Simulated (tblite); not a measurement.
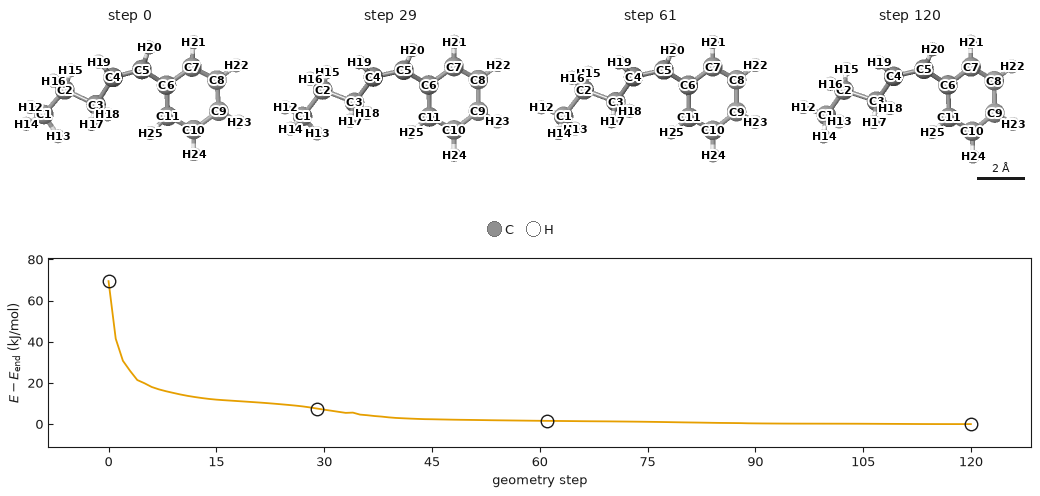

Frames of a relaxation of C₁₁H₁₄, marked on the history of the run. A ball-and-stick model, seen at a tilt.

The calculation used GFN2-xTB geometry optimisation, gas phase in tblite. 

What happens along the run?

Answer. The largest move after the best rigid fit is that of H13, 1.04 Å. Largest moves by element: H 1.04 Å, C 0.33 Å. Some distances before and after: C1–H13 1.141 → 1.088 Å, C4–C5 1.285 → 1.330 Å, C4–H19 1.123 → 1.083 Å, C2–C3 1.567 → 1.531 Å. Bond angles that change, for instance: C2–C3–C4 103.1° → 111.3°, C4–C3–H17 117.6° → 109.4°, C2–C3–H18 103.1° → 109.6°. Groups turn about C1–C2 by about 40°. After 120 geometry steps the energy has fallen by 69.5 kJ/mol. Cost: 1.6 s on 2 threads of Intel(R) Xeon(R) Platinum 8259CL CPU @ 2.50GHz, with other jobs on the host. From step 0 to 29: H13 moves most (0.29 Å), energy −61.9 kJ/mol. From step 29 to 61: H14 moves most (0.40 Å), energy −5.99 kJ/mol. From step 61 to 120: H atoms move most (0.42 Å), energy −1.57 kJ/mol.

```csv
step,"E − E(0), kJ/mol"
0,0.00
1,-27.97
2,-38.70
3,-43.61
4,-48.05
5,-49.61
6,-51.42
7,-52.58
8,-53.50
9,-54.30
10,-55.08
16,-57.84
22,-59.25
27,-60.87
33,-64.02
39,-66.20
45,-67.12
51,-67.47
56,-67.70
62,-67.93
68,-68.12
74,-68.31
79,-68.58
85,-68.89
91,-69.16
97,-69.24
103,-69.28
108,-69.35
114,-69.45
120,-69.47
```
